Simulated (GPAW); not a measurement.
**W2CO2 MXene monolayer in an electric field**

Aim: the dipole that a field along the normal induces in W2CO2 MXene monolayer.

Method: GPAW, PAW setups; layer in a repeated cell with vacuum, relaxation of atoms and in-plane cell, in the first sound run; inputs show where later runs differ, in GPAW 26.7.0.

**1. The starting structure**

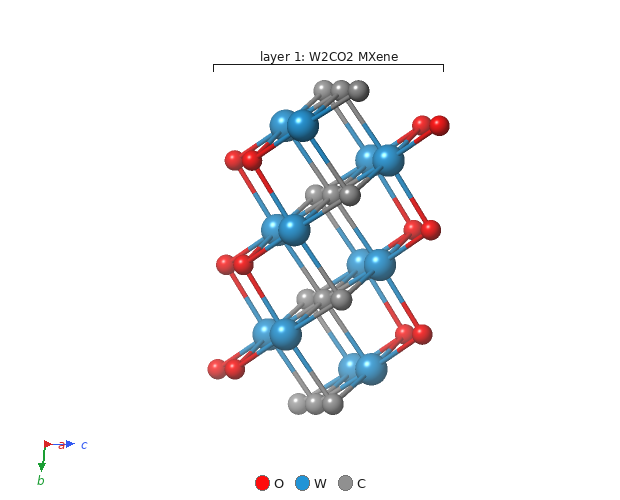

The cell as given, from the side, with the c axis across the page (oxygen red, tungsten blue, carbon grey). 2×3×1 cells are drawn. Some periodic images of atoms are drawn too.

The cell holds 5 atoms: 2 O, 2 W and 1 C. Its edges and angles: a = 3.125 Å, b = 3.125 Å, c = 18.684 Å, α = 90.0°, β = 90.0°, γ = 120.0°. Vacuum lies along c.

**2. Relaxing the atoms**

Forces are removed first; all later runs use this geometry.

run.py

```python
import json
import numpy as np
from ase import Atoms
from ase.filters import FrechetCellFilter
from ase.optimize import BFGS
from gpaw import GPAW, PW

slab = Atoms(
    ['O', 'W', 'C', 'W', 'O'],
    positions=[
        [-0.00000, 1.80446, 7.00000],
        [1.56270, 0.90223, 8.10899],
        [0.00000, 0.00000, 9.34220],
        [-0.00000, 1.80446, 10.57540],
        [1.56270, 0.90223, 11.68439]],
    cell=[[3.12541, 0.0, 0.0], [-1.5627, 2.70668, 0.0], [0.0, 0.0, 18.6844]],
    pbc=[True, True, True])

slab.calc = GPAW(mode=PW(600), xc='PBE', kpts={'size': (12, 12, 1), 'gamma': True},
                 occupations={'name': 'fermi-dirac', 'width': 0.05}, nbands='160%',
                 convergence={'density': 1e-05}, maxiter=200,
                 symmetry={'tolerance': 1e-3}, txt='slab.txt')
result = {}
# The in-plane cell is free; stress needs a cell that repeats along all three vectors
path = []
opt = BFGS(FrechetCellFilter(slab, mask=[1, 1, 0, 0, 0, 1]), maxstep=0.2)
opt.attach(lambda: path.append((slab.get_potential_energy(), slab.positions.tolist(), slab.get_forces().tolist())))
result['relaxed'] = bool(opt.run(fmax=0.02, steps=45))
result['path'] = path
result['cell'] = slab.cell.tolist()
print('in-plane lattice', slab.cell.cellpar().round(4)[[0, 1, 5]])
energy = slab.get_potential_energy()
fermi = slab.calc.get_fermi_level()
v = slab.calc.get_electrostatic_potential().mean((0, 1)) - fermi
n = slab.calc.get_pseudo_density().mean((0, 1))
L = slab.cell[2, 2]
z = np.arange(len(v)) * L / len(v)
low, high = slab.positions[:, 2].min(), slab.positions[:, 2].max()
below, above = np.interp([low - 4.8, high + 4.8], z, v)
slopes = [np.interp(x, z, np.gradient(v, z)) for x in (low - 4.8, high + 4.8)]
eps = np.array([[slab.calc.get_eigenvalues(k, s) for k in range(len(slab.calc.get_ibz_k_points()))]
                for s in range(slab.calc.get_number_of_spins())]) - fermi
top, bottom = eps[eps < 0].max(), eps[eps > 0].min()
dipole = slab.get_dipole_moment()[2]
print(f'energy {energy:.4f} eV, Fermi level {fermi:.4f} eV, dipole {dipole:.5f} e A')
print(f'potential 4.8 A off the faces, from the Fermi level: lower {below:.4f} eV, upper {above:.4f} eV')
print(f'slope of the potential there: lower {slopes[0]:.5f}, upper {slopes[1]:.5f} eV/A')
print(f'nearest levels on the mesh: {top:.4f} and {bottom:.4f} eV')
print('magnetic moment', round(slab.get_magnetic_moment(), 3))
result.update(energy=energy, fermi=fermi, dipole=dipole, below=below, above=above, slopes=slopes, edges=[top, bottom],
              z=z.tolist(), v=v.tolist(), n=n.tolist(), positions=slab.positions.tolist(),
              forces=slab.get_forces(apply_constraint=False).tolist(), moments=slab.get_magnetic_moments().tolist())
json.dump(result, open('result.json', 'w'))
```

Started as:

```
$ OMP_NUM_THREADS=1 OPENBLAS_NUM_THREADS=1 python run.py
```

Output:

```text
Step          Energy          fmax
BFGS:    0      -46.527354        2.442885
BFGS:    1      -46.710958        1.968666
BFGS:    2      -46.541955        4.526076
BFGS:    3      -46.912081        0.601038
BFGS:    4      -46.935100        0.558323
BFGS:    5      -46.946727        0.331352
BFGS:    6      -46.950797        0.170951
BFGS:    7      -46.954859        0.176858
BFGS:    8      -46.958853        0.146186
BFGS:    9      -46.966937        0.156540
BFGS:   10      -46.969869        0.075712
BFGS:   11      -46.970637        0.011402
in-plane lattice [  3.095   3.095 120.   ]
energy -46.9651 eV, Fermi level 0.4128 eV, dipole -0.00006 e A
potential 4.8 A off the faces, from the Fermi level: lower 5.8046 eV, upper 5.8053 eV
slope of the potential there: lower -0.00059, upper 0.00028 eV/A
nearest levels on the mesh: -0.2234 and 0.0333 eV
magnetic moment 0.0
```

It took 15 min on 1 thread of Arm Neoverse V1, shared host; peak memory 0.47 GiB.

Numbers from this step:

```
dipole along the normal                    : -5.93e-5 e·Å
levels nearest the Fermi level on the mesh : -0.2234, 0.03325 eV from the Fermi level
```

The electrostatic potential energy of an electron (without an applied field's), less the Fermi level, planar mean by z:

```tsv
z (Å)	electrostatic potential energy of an electron (without an applied field's), less the Fermi level, planar mean (eV)
0	5.81
2	5.80
4	5.80
6	5.34
8	-23.3
10	-17.6
12	-0.307
14	5.80
16	5.81
18	5.81
```

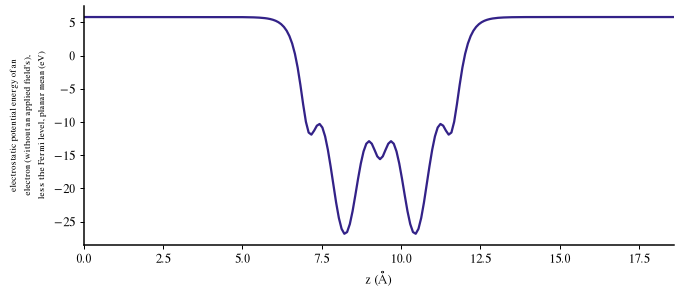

Electrostatic potential energy of an electron (without an applied field's), less the Fermi level, planar mean against z.

The pseudo valence density, planar mean oscillates, so the rows of the table below give means over windows of 1.21 Å about each position, cut where the curve ends. Its maxima inside the range that stand out by 2 % of the span (Å: e/Å³): 7.1: 0.925, 8.3: 1.58, 10.4: 1.58, 11.6: 0.925. Its minima: 7.6: 0.731, 9.3: 0.697, 11.1: 0.731.

Pseudo valence density, planar mean against z; means over each step:

```tsv
z (Å)	pseudo valence density, planar mean (e/Å³)
4.23	1.2e-4
5.45	0.00960
6.65	0.468
7.87	1.11
9.07	0.798
10.29	1.16
11.50	0.756
12.71	0.0748
13.91	8.1e-4
15.12	1.3e-5
```

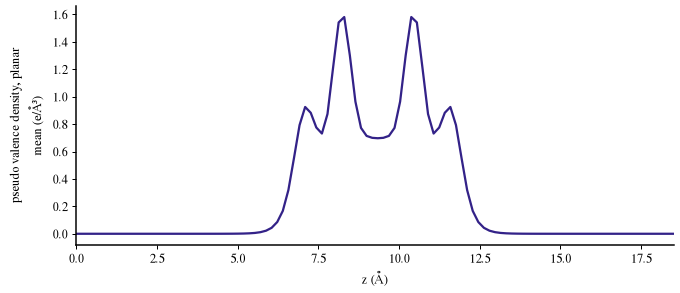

Pseudo valence density, planar mean against z.

The relaxation lowered the energy of the cell by 0.453 eV (energies extrapolated to zero smearing; the optimiser's log prints free energies). The largest force left on a free atom is 0.011 eV/Å.

**3. The slab's potential**

With the geometry fixed, the planar mean of the potential gives the vacuum level on each side.

This step: GPAW, PAW setups; slab in vacuum (GPAW 26.7.0).

The cell differs from the one that the last finished run ended in (c 18.684 → 18.502 Å).

Edit run.py of step 2 so:

```diff
@@ -3,4 +3,2 @@
 from ase import Atoms
-from ase.filters import FrechetCellFilter
-from ase.optimize import BFGS
 from gpaw import GPAW, PW
@@ -10,23 +8,16 @@
     positions=[
-        [-0.00000, 1.80446, 7.00000],
-        [1.56270, 0.90223, 8.10899],
-        [0.00000, 0.00000, 9.34220],
-        [-0.00000, 1.80446, 10.57540],
-        [1.56270, 0.90223, 11.68439]],
-    cell=[[3.12541, 0.0, 0.0], [-1.5627, 2.70668, 0.0], [0.0, 0.0, 18.6844]],
-    pbc=[True, True, True])
+        [0.00000, 1.78692, 7.00000],
+        [1.54751, 0.89346, 8.14105],
+        [0.00000, 0.00000, 9.25097],
+        [0.00000, 1.78692, 10.36087],
+        [1.54751, 0.89346, 11.50192]],
+    cell=[[3.09503, 0.0, 0.0], [-1.54751, 2.68037, 0.0], [0.0, 0.0, 18.5019]],
+    pbc=[True, True, False])
 
-slab.calc = GPAW(mode=PW(600), xc='PBE', kpts={'size': (12, 12, 1), 'gamma': True},
+slab.calc = GPAW(mode=PW(500), xc='PBE', kpts={'size': (12, 12, 1), 'gamma': True},
                  occupations={'name': 'fermi-dirac', 'width': 0.05}, nbands='160%',
                  convergence={'density': 1e-05}, maxiter=200,
+                 poissonsolver={'dipolelayer': 'xy'},
                  symmetry={'tolerance': 1e-3}, txt='slab.txt')
 result = {}
-# The in-plane cell is free; stress needs a cell that repeats along all three vectors
-path = []
-opt = BFGS(FrechetCellFilter(slab, mask=[1, 1, 0, 0, 0, 1]), maxstep=0.2)
-opt.attach(lambda: path.append((slab.get_potential_energy(), slab.positions.tolist(), slab.get_forces().tolist())))
-result['relaxed'] = bool(opt.run(fmax=0.02, steps=45))
-result['path'] = path
-result['cell'] = slab.cell.tolist()
-print('in-plane lattice', slab.cell.cellpar().round(4)[[0, 1, 5]])
 energy = slab.get_potential_energy()
```

Output:

```text
energy -46.2781 eV, Fermi level 0.4795 eV, dipole 0.00041 e A
potential 4.8 A off the faces, from the Fermi level: lower 5.8044 eV, upper 5.7970 eV
slope of the potential there: lower 0.00002, upper -0.00002 eV/A
nearest levels on the mesh: -0.2230 and 0.0332 eV
magnetic moment 0.0
```

Elapsed: 54 s, on 1 thread; peak memory 0.23 GiB.

This step gave:

- dipole along the normal: 4.12e-4 e·Å
- levels nearest the Fermi level on the mesh: -0.2230, 0.03319 eV from the Fermi level
- upper work function: 5.797 eV
- lower work function: 5.804 eV

The electrostatic potential energy of an electron (without an applied field's), less the Fermi level, planar mean by z:

```tsv
z (Å)	electrostatic potential energy of an electron (without an applied field's), less the Fermi level, planar mean (eV)
0	5.80
1	5.80
2	5.80
3	5.80
4	5.80
5	5.78
6	5.14
7	-11.4
8	-25.4
9	-13.4
10	-20.2
11	-11.9
12	1.43
13	5.69
14	5.79
15	5.80
16	5.80
17	5.80
18	5.80
```

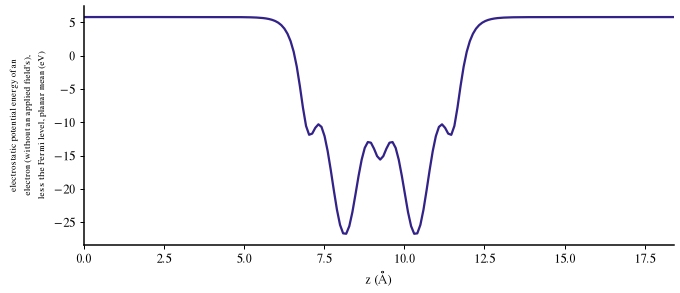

Electrostatic potential energy of an electron (without an applied field's), less the Fermi level, planar mean against z.

The pseudo valence density, planar mean oscillates, so the rows of the table below give means over windows of 0.96 Å about each position, cut where the curve ends. Its maxima inside the range that stand out by 2 % of the span (Å: e/Å³): 7.13: 0.904, 8.09: 1.59, 10.41: 1.59, 11.37: 0.904. Its minima: 7.52: 0.731, 9.25: 0.697, 10.99: 0.731.

The pseudo valence density, planar mean by z; means over each step:

```tsv
z (Å)	pseudo valence density, planar mean (e/Å³)
3.36	8.5e-6
4.32	1.9e-4
5.28	0.00578
6.24	0.207
7.20	0.815
8.16	1.26
9.12	0.726
10.08	1.17
11.04	0.905
12.00	0.411
12.96	0.0161
13.92	4.8e-4
14.88	1.9e-5
```

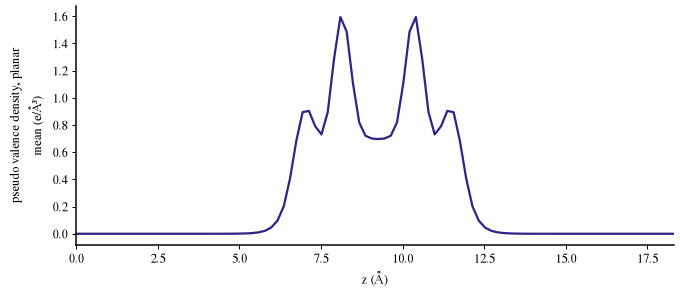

Pseudo valence density, planar mean, plotted against z.

Force by atom:

```tsv
atom	x (eV/Å)	y (eV/Å)	z (eV/Å)	size
O1	0.0000	0.0000	-0.0743	0.0743
W2	0.0000	0.0000	0.0278	0.0278
C3	0.0000	0.0000	0.0000	0.0000
W4	0.0000	0.0000	-0.0278	0.0278
O5	0.0000	0.0000	0.0743	0.0743
```

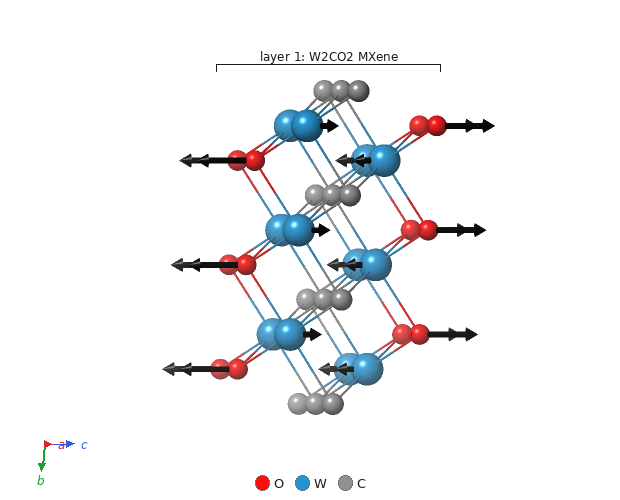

Force as arrows, the longest 0.0743 eV/Å. 2×3×1 cells are drawn. Some periodic images of atoms are drawn too.

The potential is flat to 1.6e-5 eV/Å where it is read, so the vacuum is wide enough.

**4. Field on**

A uniform field along the normal polarises the slab; the atoms stay fixed, so this is the electronic response alone.

Edit run.py of step 3 so:

```diff
@@ -4,2 +4,3 @@
 from gpaw import GPAW, PW
+from gpaw.external import ConstantElectricField
 
@@ -20,2 +21,3 @@
                  poissonsolver={'dipolelayer': 'xy'},
+                 external=ConstantElectricField(-0.2, [0, 0, 1]),
                  symmetry={'tolerance': 1e-3}, txt='slab.txt')
```

Output:

```text
energy -46.2832 eV, Fermi level 0.4787 eV, dipole -0.05018 e A
potential 4.8 A off the faces, from the Fermi level: lower 5.2547 eV, upper 6.3492 eV
slope of the potential there: lower 0.00003, upper -0.00002 eV/A
nearest levels on the mesh: -0.2229 and 0.0332 eV
magnetic moment 0.0
```

Run time: 3.6 min. Hardware: 1 thread; peak memory 0.47 GiB.

Numbers from this step:

```yaml
dipole_along_the_normal: -0.05018 e·Å
levels_nearest_the_fermi_level_on_the_mesh: -0.2229, 0.03318 eV from the Fermi level
potential_below_the_slab_the_applied_field_s_own_ramp_left_out: 5.255 eV from the Fermi level
potential_above_the_slab_the_applied_field_s_own_ramp_left_out: 6.349 eV from the Fermi level
```

Electrostatic potential energy of an electron (without an applied field's), less the Fermi level, planar mean against z:

```tsv
z (Å)	electrostatic potential energy of an electron (without an applied field's), less the Fermi level, planar mean (eV)
0	5.80
1	5.26
2	5.25
3	5.25
4	5.25
5	5.24
6	4.62
7	-11.8
8	-25.7
9	-13.5
10	-20.1
11	-11.5
12	1.92
13	6.23
14	6.34
15	6.35
16	6.35
17	6.35
18	6.35
```

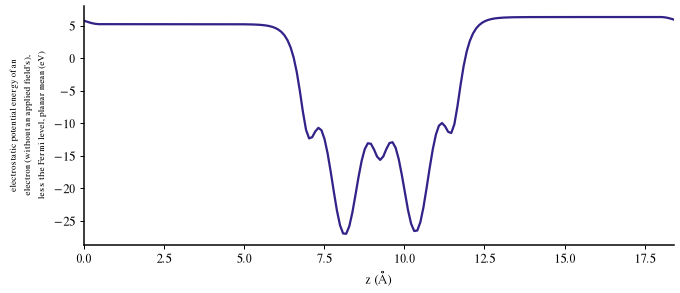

Electrostatic potential energy of an electron (without an applied field's), less the Fermi level, planar mean, plotted against z.

Force by atom:

```tsv
atom	x (eV/Å)	y (eV/Å)	z (eV/Å)	size
O1	-0.002	0.001	-0.014	0.014
W2	0.000	0.000	-0.039	0.039
C3	0.000	0.000	0.013	0.013
W4	0.000	0.000	-0.094	0.094
O5	0.002	-0.001	0.136	0.136
```

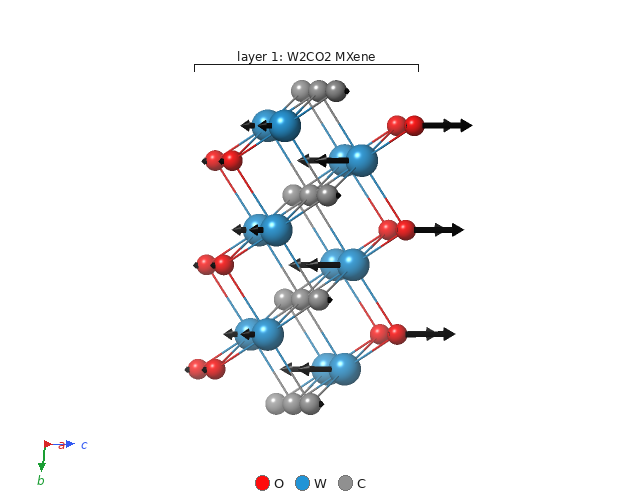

Force as arrows, the longest 0.136 eV/Å. 2×3×1 cells are drawn. Some periodic images of atoms are drawn too.

The dipole is now -0.0502 e Å, against 4.1e-4 in the run without a field.

**5. In a field**

Edit run.py of step 4 so:

```diff
@@ -21,3 +21,3 @@
                  poissonsolver={'dipolelayer': 'xy'},
-                 external=ConstantElectricField(-0.2, [0, 0, 1]),
+                 external=ConstantElectricField(-0.1, [0, 0, 1]),
                  symmetry={'tolerance': 1e-3}, txt='slab.txt')
```

Output:

```text
energy -46.2794 eV, Fermi level 0.4793 eV, dipole -0.02509 e A
potential 4.8 A off the faces, from the Fermi level: lower 5.5273 eV, upper 6.0745 eV
slope of the potential there: lower 0.00003, upper -0.00002 eV/A
nearest levels on the mesh: -0.2229 and 0.0332 eV
magnetic moment 0.0
```

Run time: 3.3 min. Hardware: 1 thread; peak memory 0.47 GiB.

This step gave:

- dipole along the normal: -0.02509 e·Å
- levels nearest the Fermi level on the mesh: -0.2229, 0.03317 eV from the Fermi level
- potential below the slab, the applied field's own ramp left out: 5.527 eV from the Fermi level
- potential above the slab, the applied field's own ramp left out: 6.075 eV from the Fermi level

The electrostatic potential energy of an electron (without an applied field's), less the Fermi level, planar mean by z:

```tsv
z (Å)	electrostatic potential energy of an electron (without an applied field's), less the Fermi level, planar mean (eV)
0	5.80
1	5.53
2	5.53
3	5.53
4	5.53
5	5.51
6	4.88
7	-11.6
8	-25.6
9	-13.5
10	-20.1
11	-11.7
12	1.68
13	5.96
14	6.07
15	6.07
16	6.07
17	6.07
18	6.08
```

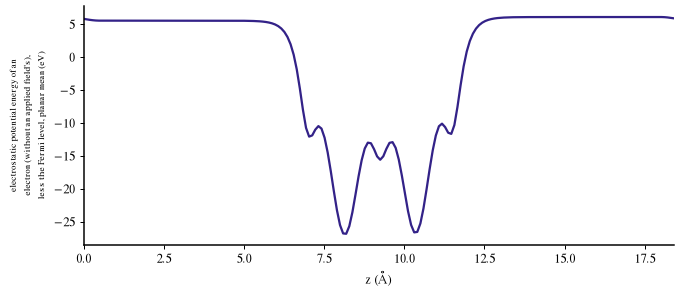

Electrostatic potential energy of an electron (without an applied field's), less the Fermi level, planar mean against z.

Force by atom:

```tsv
atom	x (eV/Å)	y (eV/Å)	z (eV/Å)	size
O1	-0.002	0.001	-0.044	0.044
W2	0.000	0.000	-0.005	0.005
C3	0.000	0.000	0.007	0.007
W4	0.000	0.000	-0.061	0.061
O5	0.002	-0.001	0.105	0.105
```

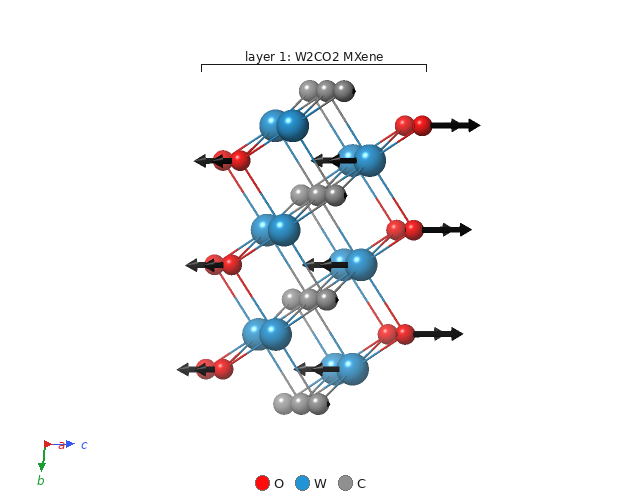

Force as arrows, the longest 0.105 eV/Å. 2×3×1 cells are drawn. Some periodic images of atoms are drawn too.

The dipole is now -0.0251 e Å, against 4.1e-4 in the run without a field.

**6. Field on**

Edit run.py of step 5 so:

```diff
@@ -21,3 +21,3 @@
                  poissonsolver={'dipolelayer': 'xy'},
-                 external=ConstantElectricField(-0.1, [0, 0, 1]),
+                 external=ConstantElectricField(-0.05, [0, 0, 1]),
                  symmetry={'tolerance': 1e-3}, txt='slab.txt')
```

Output:

```text
energy -46.2785 eV, Fermi level 0.4795 eV, dipole -0.01254 e A
potential 4.8 A off the faces, from the Fermi level: lower 5.6639 eV, upper 5.9375 eV
slope of the potential there: lower 0.00002, upper -0.00002 eV/A
nearest levels on the mesh: -0.2230 and 0.0332 eV
magnetic moment 0.0
```

Wall time 3.3 min (1 thread); peak memory 0.47 GiB.

**7. Field on**

Edit run.py of step 6 so:

```diff
@@ -21,3 +21,3 @@
                  poissonsolver={'dipolelayer': 'xy'},
-                 external=ConstantElectricField(-0.05, [0, 0, 1]),
+                 external=ConstantElectricField(0.05, [0, 0, 1]),
                  symmetry={'tolerance': 1e-3}, txt='slab.txt')
```

Output:

```text
energy -46.2785 eV, Fermi level 0.4795 eV, dipole 0.01254 e A
potential 4.8 A off the faces, from the Fermi level: lower 5.9375 eV, upper 5.6639 eV
slope of the potential there: lower 0.00002, upper -0.00002 eV/A
nearest levels on the mesh: -0.2230 and 0.0332 eV
magnetic moment 0.0
```

Elapsed: 3.4 min, on 1 thread; peak memory 0.47 GiB.

Table of electrostatic potential energy of an electron (without an applied field's), less the Fermi level, planar mean by z:

```tsv
z (Å)	electrostatic potential energy of an electron (without an applied field's), less the Fermi level, planar mean (eV)
0	5.80
1	5.94
2	5.94
3	5.94
4	5.94
5	5.92
6	5.27
7	-11.3
8	-25.4
9	-13.4
10	-20.2
11	-12.0
12	1.31
13	5.56
14	5.66
15	5.66
16	5.66
17	5.66
18	5.66
```

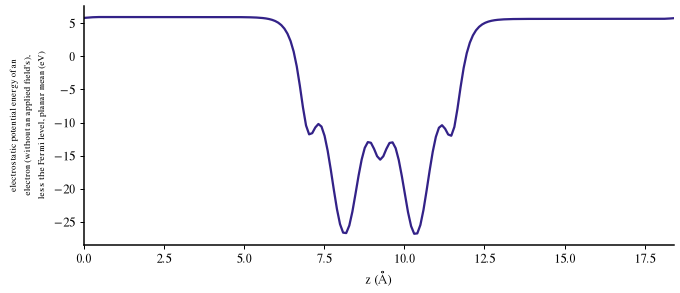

Electrostatic potential energy of an electron (without an applied field's), less the Fermi level, planar mean, plotted against z.

(Continued in part 2 of 2.)

[Logs are printed without paths, hosts, clocks, repeated set-up lines and the standing remarks that a program may print on its own settings, such as how far it seeks lower states.]

[Hosts, paths, dates, database ids (printed as entryN), source tags and the programs' standing remarks are cut or masked in the printed files.]
